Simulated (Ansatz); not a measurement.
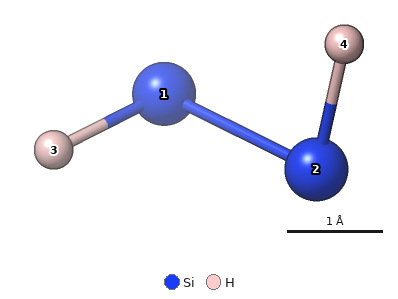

**Figure 1.** The structure as given in the input (ball-and-stick view, seen at a tilt; atoms are numbered from 1 in the order of the input).

## Molecular dynamics of Si₂H₂ (part 1 of 2)

- system: Si₂H₂
- method: RKS PBE0-D4/def2-SVP (Ansatz 0.2.0)

Figures and captions count atoms from 1; the log counts them from 0 in places.

**What the program printed**
```
Functional definition: PBE0
  name "PBE0"
  cite "Adamo & Barone, J. Chem. Phys. 110, 6158 (1999) doi:10.1063/1.478522"
  cite "Perdew, Burke & Ernzerhof, Phys. Rev. Lett. 77, 3865 (1996) doi:10.1103/PhysRevLett.77.3865"
  parent pbe
  parameter a = 0.25
  parameter kappa = 0.804
  parameter beta = 0.06672455060314922
  exchange = (1 - a)*pbe_x(kappa = kappa, mu = beta*pi^2/3) + a*exact_x
  correlation = pbe_c(beta = beta)
458 factors; integrals over basis functions are off by at most 1.5e-4 eV
mean field evaluation 1: about -15772.1347 eV, gradient 8.0e0 eV
mean field evaluation 2: about -15772.3580 eV, gradient 4.5e0 eV
mean field evaluation 4: about -15772.4489 eV, gradient 1.7e-1 eV
mean field evaluation 8: about -15772.4485 eV, gradient 1.3e-2 eV
mean field -15772.44847985 eV, -579.6267906849 hartree, gradient 7.2e-5 eV, S^2 0.000000; 0 other end points of the search recorded, 0 dependent functions left out
the calculation of the forces begins
reference -15772.44850144 eV, -579.6267914783 hartree; 15, 15 occupied and 31, 31 virtual orbitals, 458 factors
md step     0: t =     0.00 fs  T =   225.0 K  F+E_penalty+E_count = -15772.52038651 eV  E_kin = 0.116334 eV  (23 SCF iters)
these checks for a lower state are left out or cut short: starts, cluster_reference, orbital_swaps, neighbouring_geometries, increment
458 factors; integrals over basis functions are off by at most 1.4e-4 eV
mean field evaluation 16: about -15772.4396 eV, gradient 5.8e-3 eV
mean field -15772.43963919 eV, -579.6264657967 hartree, gradient 7.1e-6 eV, S^2 0.000000; 0 other end points of the search recorded, 0 dependent functions left out
the calculation of the forces begins
reference -15772.43966072 eV, -579.6264665880 hartree; 15, 15 occupied and 31, 31 virtual orbitals, 458 factors
md step     1: t =     1.00 fs  T =   205.1 K  F+E_penalty+E_count = -15772.51157706 eV  E_kin = 0.106062 eV  (26 SCF iters, 3 dispersion substeps)
[... from here on the SCF iterations and repeated set-up lines of each step are left out, up to the last step ...]
md step     2: t =     2.00 fs  T =   196.4 K  F+E_penalty+E_count = -15772.49886620 eV  E_kin = 0.101560 eV  (26 SCF iters, 3 dispersion substeps)
md step     3: t =     3.00 fs  T =   161.9 K  F+E_penalty+E_count = -15772.48712029 eV  E_kin = 0.083691 eV  (26 SCF iters, 3 dispersion substeps)
md step     4: t =     4.00 fs  T =   152.8 K  F+E_penalty+E_count = -15772.48039729 eV  E_kin = 0.079026 eV  (25 SCF iters, 3 dispersion substeps)
md step     5: t =     5.00 fs  T =   145.0 K  F+E_penalty+E_count = -15772.48017023 eV  E_kin = 0.074951 eV  (26 SCF iters, 3 dispersion substeps)
md step     6: t =     6.00 fs  T =   157.4 K  F+E_penalty+E_count = -15772.48582713 eV  E_kin = 0.081361 eV  (26 SCF iters, 3 dispersion substeps)
md step     7: t =     7.00 fs  T =   175.8 K  F+E_penalty+E_count = -15772.49131603 eV  E_kin = 0.090921 eV  (26 SCF iters, 3 dispersion substeps)
md step     8: t =     8.00 fs  T =   191.9 K  F+E_penalty+E_count = -15772.49234736 eV  E_kin = 0.099241 eV  (26 SCF iters, 3 dispersion substeps)
md step     9: t =     9.00 fs  T =   196.6 K  F+E_penalty+E_count = -15772.48665593 eV  E_kin = 0.101625 eV  (26 SCF iters, 3 dispersion substeps)
md step    10: t =    10.00 fs  T =   204.6 K  F+E_penalty+E_count = -15772.47582712 eV  E_kin = 0.105772 eV  (26 SCF iters, 3 dispersion substeps)
md step    11: t =    11.00 fs  T =   170.7 K  F+E_penalty+E_count = -15772.46294611 eV  E_kin = 0.088268 eV  (26 SCF iters, 3 dispersion substeps)
md step    12: t =    12.00 fs  T =   153.4 K  F+E_penalty+E_count = -15772.45667257 eV  E_kin = 0.079311 eV  (26 SCF iters, 3 dispersion substeps)
md step    13: t =    13.00 fs  T =   153.9 K  F+E_penalty+E_count = -15772.46188873 eV  E_kin = 0.079576 eV  (24 SCF iters, 3 dispersion substeps)
md step    14: t =    14.00 fs  T =   169.4 K  F+E_penalty+E_count = -15772.47706907 eV  E_kin = 0.087563 eV  (25 SCF iters, 3 dispersion substeps)
md step    15: t =    15.00 fs  T =   202.5 K  F+E_penalty+E_count = -15772.49805391 eV  E_kin = 0.104699 eV  (25 SCF iters, 3 dispersion substeps)
md step    16: t =    16.00 fs  T =   246.9 K  F+E_penalty+E_count = -15772.51638150 eV  E_kin = 0.127657 eV  (24 SCF iters, 3 dispersion substeps)
md step    17: t =    17.00 fs  T =   245.6 K  F+E_penalty+E_count = -15772.52776654 eV  E_kin = 0.126981 eV  (24 SCF iters, 3 dispersion substeps)
md step    18: t =    18.00 fs  T =   248.0 K  F+E_penalty+E_count = -15772.53380809 eV  E_kin = 0.128231 eV  (25 SCF iters, 3 dispersion substeps)
md step    19: t =    19.00 fs  T =   253.3 K  F+E_penalty+E_count = -15772.53701734 eV  E_kin = 0.130989 eV  (24 SCF iters, 3 dispersion substeps)
md step    20: t =    20.00 fs  T =   288.4 K  F+E_penalty+E_count = -15772.54022665 eV  E_kin = 0.149096 eV  (26 SCF iters, 3 dispersion substeps)
md step    21: t =    21.00 fs  T =   296.9 K  F+E_penalty+E_count = -15772.54569868 eV  E_kin = 0.153527 eV  (26 SCF iters, 3 dispersion substeps)
md step    22: t =    22.00 fs  T =   334.4 K  F+E_penalty+E_count = -15772.55646603 eV  E_kin = 0.172913 eV  (24 SCF iters, 3 dispersion substeps)
md step    23: t =    23.00 fs  T =   386.0 K  F+E_penalty+E_count = -15772.57290517 eV  E_kin = 0.199560 eV  (25 SCF iters, 3 dispersion substeps)
md step    24: t =    24.00 fs  T =   449.2 K  F+E_penalty+E_count = -15772.58884428 eV  E_kin = 0.232256 eV  (24 SCF iters, 3 dispersion substeps)
md step    25: t =    25.00 fs  T =   482.0 K  F+E_penalty+E_count = -15772.59857857 eV  E_kin = 0.249239 eV  (24 SCF iters, 3 dispersion substeps)
md step    26: t =    26.00 fs  T =   449.6 K  F+E_penalty+E_count = -15772.59994300 eV  E_kin = 0.232480 eV  (24 SCF iters, 3 dispersion substeps)
md step    27: t =    27.00 fs  T =   387.4 K  F+E_penalty+E_count = -15772.59463702 eV  E_kin = 0.200319 eV  (24 SCF iters, 3 dispersion substeps)
md step    28: t =    28.00 fs  T =   372.4 K  F+E_penalty+E_count = -15772.58792847 eV  E_kin = 0.192567 eV  (24 SCF iters, 3 dispersion substeps)
md step    29: t =    29.00 fs  T =   365.9 K  F+E_penalty+E_count = -15772.58478596 eV  E_kin = 0.189204 eV  (24 SCF iters, 3 dispersion substeps)
md step    30: t =    30.00 fs  T =   369.5 K  F+E_penalty+E_count = -15772.58853637 eV  E_kin = 0.191043 eV  (24 SCF iters, 3 dispersion substeps)
md step    31: t =    31.00 fs  T =   391.7 K  F+E_penalty+E_count = -15772.59892779 eV  E_kin = 0.202519 eV  (25 SCF iters, 3 dispersion substeps)
md step    32: t =    32.00 fs  T =   433.0 K  F+E_penalty+E_count = -15772.61443738 eV  E_kin = 0.223853 eV  (24 SCF iters, 3 dispersion substeps)
md step    33: t =    33.00 fs  T =   437.6 K  F+E_penalty+E_count = -15772.63479051 eV  E_kin = 0.226257 eV  (25 SCF iters, 3 dispersion substeps)
md step    34: t =    34.00 fs  T =   423.6 K  F+E_penalty+E_count = -15772.65812272 eV  E_kin = 0.219016 eV  (25 SCF iters, 3 dispersion substeps)
md step    35: t =    35.00 fs  T =   487.3 K  F+E_penalty+E_count = -15772.68562515 eV  E_kin = 0.251961 eV  (24 SCF iters, 3 dispersion substeps)
md step    36: t =    36.00 fs  T =   551.5 K  F+E_penalty+E_count = -15772.71934327 eV  E_kin = 0.285173 eV  (25 SCF iters, 3 dispersion substeps)
md step    37: t =    37.00 fs  T =   647.4 K  F+E_penalty+E_count = -15772.76048933 eV  E_kin = 0.334723 eV  (25 SCF iters, 3 dispersion substeps)
md step    38: t =    38.00 fs  T =   737.4 K  F+E_penalty+E_count = -15772.80519077 eV  E_kin = 0.381272 eV  (25 SCF iters, 3 dispersion substeps)
md step    39: t =    39.00 fs  T =   829.7 K  F+E_penalty+E_count = -15772.84544215 eV  E_kin = 0.428989 eV  (25 SCF iters, 3 dispersion substeps)
these checks for a lower state are left out or cut short: starts, cluster_reference, orbital_swaps, neighbouring_geometries, increment
458 factors; integrals over basis functions are off by at most 7.6e-4 eV
mean field -15772.79937672 eV, -579.6396859072 hartree, gradient 2.7e-5 eV, S^2 0.000000; 0 other end points of the search recorded, 0 dependent functions left out
the calculation of the forces begins
reference -15772.79939753 eV, -579.6396866717 hartree; 15, 15 occupied and 31, 31 virtual orbitals, 458 factors
458 factors; integrals over basis functions are off by at most 7.6e-4 eV
mean field evaluation 256: about -15772.7994 eV, gradient 2.5e-3 eV
mean field -15772.79937672 eV, -579.6396859072 hartree, gradient 2.7e-5 eV, S^2 0.000000; 1 other end points of the search recorded, 0 dependent functions left out
the calculation of the forces begins
reference -15772.79939753 eV, -579.6396866717 hartree; 15, 15 occupied and 31, 31 virtual orbitals, 458 factors
md step    40: t =    40.00 fs  T =   902.2 K  F+E_penalty+E_count = -15772.87147686 eV  E_kin = 0.466479 eV  (25 SCF iters, 3 dispersion substeps)
```

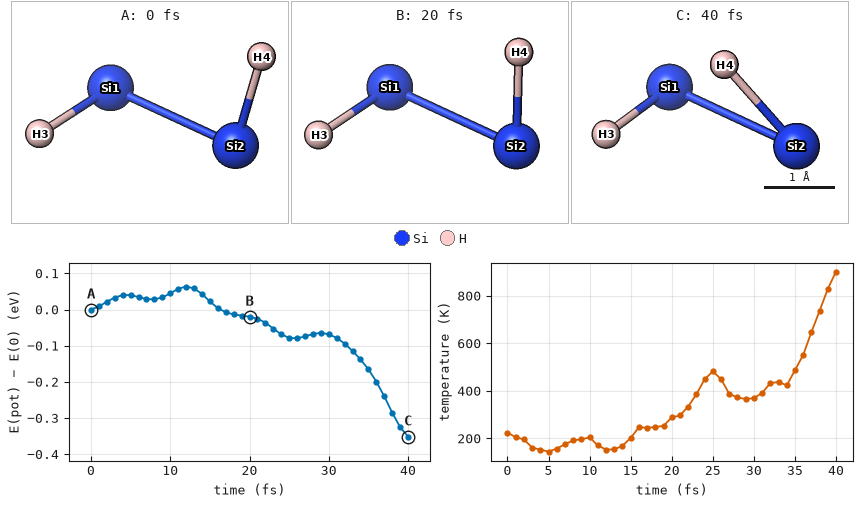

**Figure 2.** Frames of the molecular dynamics (ball-and-stick, seen at a tilt) above the curves, on which the letters mark them. The trajectory kept here has 41 frames over 40 fs. The temperature starts at 225 K, ranges from 145 to 902 K and averages 477 K over the second half. The potential energy ends 0.351 eV below its first value. After an unweighted best fit of the last frame on the first, the root-mean-square displacement is 0.59 Å, and H4 has moved furthest (0.96 Å).

```
Total energy: -15772.87149766 eV, -579.6423363027 hartree
Atom 0 at     0.223037    -0.091229     1.126490 Å, force    -0.343658     0.289518    -0.862185 eV/Å
Atom 1 at    -1.032927    -0.046604    -0.790512 Å, force     0.487883    -0.233715     0.590098 eV/Å
Atom 2 at     1.389677    -0.688673     0.349425 Å, force     0.031529    -0.405093     0.029535 eV/Å
Atom 3 at     0.260285     0.870229    -0.364898 Å, force    -0.175754     0.349290     0.242552 eV/Å
Dipole moment:    -0.046658    -0.109744    -0.102880 e Å
```

**Trajectory as extended XYZ (Å, eV, eV/Å), 41 frames, from step=0 to step=40**
```
4
Properties=species:S:1:pos:R:3:forces:R:3 step=0 time_fs=0.0 energy=-15772.52039 temperature=225.0
Si    0.1965   -0.2171    1.1824   -0.1602   0.0550   0.1834
Si   -0.9791    0.0780   -0.7148   -0.2121  -0.1163   0.0384
H     1.1332   -1.2650    0.6199    0.2121  -0.0865  -0.1057
H    -0.3506    1.4041   -1.0874    0.1602   0.1478  -0.1161
4
Properties=species:S:1:pos:R:3:forces:R:3 step=1 time_fs=1.0 energy=-15772.51158 temperature=205.1
Si    0.1971   -0.2127    1.1838   -0.1236  -0.0463   0.1234
Si   -0.9801    0.0748   -0.7175   -0.3312  -0.3682   0.1555
H     1.1258   -1.2811    0.6270    0.1581   0.0040  -0.0656
H    -0.3542    1.3882   -1.0680    0.2967   0.4105  -0.2133
4
Properties=species:S:1:pos:R:3:forces:R:3 step=2 time_fs=2.0 energy=-15772.49887 temperature=196.4
Si    0.1975   -0.2082    1.1850   -0.0784  -0.1578   0.0639
Si   -0.9815    0.0714   -0.7204   -0.4304  -0.5725   0.2484
H     1.1192   -1.2965    0.6318    0.0973   0.1060  -0.0232
H    -0.3583    1.3764   -1.0504    0.4115   0.6243  -0.2891
4
Properties=species:S:1:pos:R:3:forces:R:3 step=3 time_fs=3.0 energy=-15772.48712 temperature=161.9
Si    0.1979   -0.2035    1.1859   -0.0434  -0.2568   0.0131
Si   -0.9831    0.0681   -0.7235   -0.4869  -0.6837   0.3085
H     1.1119   -1.3101    0.6345    0.0488   0.1974   0.0117
H    -0.3619    1.3707   -1.0356    0.4816   0.7430  -0.3334
4
Properties=species:S:1:pos:R:3:forces:R:3 step=4 time_fs=4.0 energy=-15772.48040 temperature=152.8
Si    0.1982   -0.1989    1.1862   -0.0179  -0.3346  -0.0230
Si   -0.9848    0.0647   -0.7263   -0.4964  -0.6899   0.3306
H     1.1059   -1.3203    0.6373    0.0143   0.2702   0.0373
H    -0.3637    1.3703   -1.0239    0.5000   0.7543  -0.3449
4
Properties=species:S:1:pos:R:3:forces:R:3 step=5 time_fs=5.0 energy=-15772.48017 temperature=145.0
Si    0.1983   -0.1943    1.1858    0.0038  -0.3940  -0.0428
Si   -0.9869    0.0608   -0.7286   -0.4568  -0.5809   0.3117
H     1.1018   -1.3273    0.6404   -0.0094   0.3268   0.0552
H    -0.3628    1.3754   -1.0140    0.4624   0.6481  -0.3242
4
Properties=species:S:1:pos:R:3:forces:R:3 step=6 time_fs=6.0 energy=-15772.48583 temperature=157.4
Si    0.1987   -0.1904    1.1850    0.0031  -0.4153  -0.0460
Si   -0.9891    0.0566   -0.7308   -0.3606  -0.3476   0.2597
H     1.0986   -1.3302    0.6437   -0.0083   0.3496   0.0574
H    -0.3579    1.3871   -1.0056    0.3658   0.4134  -0.2710
4
Properties=species:S:1:pos:R:3:forces:R:3 step=7 time_fs=7.0 energy=-15772.49132 temperature=175.8
Si    0.1997   -0.1870    1.1840   -0.0225  -0.3965  -0.0359
Si   -0.9916    0.0519   -0.7330   -0.2372  -0.0600   0.1964
H     1.0959   -1.3291    0.6467    0.0174   0.3372   0.0434
H    -0.3478    1.4014   -0.9985    0.2423   0.1193  -0.2039
4
Properties=species:S:1:pos:R:3:forces:R:3 step=8 time_fs=8.0 energy=-15772.49235 temperature=191.9
Si    0.2009   -0.1835    1.1827   -0.0782  -0.3314  -0.0063
Si   -0.9937    0.0468   -0.7349   -0.1116   0.2299   0.1323
H     1.0921   -1.3237    0.6499    0.0754   0.2807   0.0107
H    -0.3345    1.4158   -0.9941    0.1144  -0.1792  -0.1367
4
Properties=species:S:1:pos:R:3:forces:R:3 step=9 time_fs=9.0 energy=-15772.48666 temperature=196.6
Si    0.2022   -0.1800    1.1813   -0.1482  -0.2445   0.0312
Si   -0.9956    0.0413   -0.7370    0.0021   0.4879   0.0764
H     1.0878   -1.3164    0.6531    0.1481   0.2031  -0.0304
H    -0.3209    1.4292   -0.9921   -0.0020  -0.4464  -0.0772
4
Properties=species:S:1:pos:R:3:forces:R:3 step=10 time_fs=10.0 energy=-15772.47583 temperature=204.6
Si    0.2034   -0.1763    1.1800   -0.2124  -0.1620   0.0596
Si   -0.9976    0.0359   -0.7393    0.1055   0.7026   0.0334
H     1.0865   -1.3084    0.6573    0.2105   0.1332  -0.0682
H    -0.3056    1.4404   -0.9904   -0.1035  -0.6738  -0.0248
4
Properties=species:S:1:pos:R:3:forces:R:3 step=11 time_fs=11.0 energy=-15772.46295 temperature=170.7
Si    0.2049   -0.1728    1.1791   -0.2705  -0.0858   0.0785
Si   -0.9994    0.0308   -0.7417    0.1946   0.8665   0.0049
H     1.0889   -1.2989    0.6616    0.2624   0.0720  -0.1021
H    -0.2895    1.4489   -0.9881   -0.1865  -0.8527   0.0187
4
Properties=species:S:1:pos:R:3:forces:R:3 step=12 time_fs=12.0 energy=-15772.45667 temperature=153.4
Si    0.2063   -0.1692    1.1782   -0.3249  -0.0182   0.0951
Si   -1.0004    0.0264   -0.7442    0.2381   0.9307   0.0002
H     1.0945   -1.2863    0.6630    0.3089   0.0167  -0.1331
H    -0.2778    1.4503   -0.9827   -0.2222  -0.9292   0.0379
```
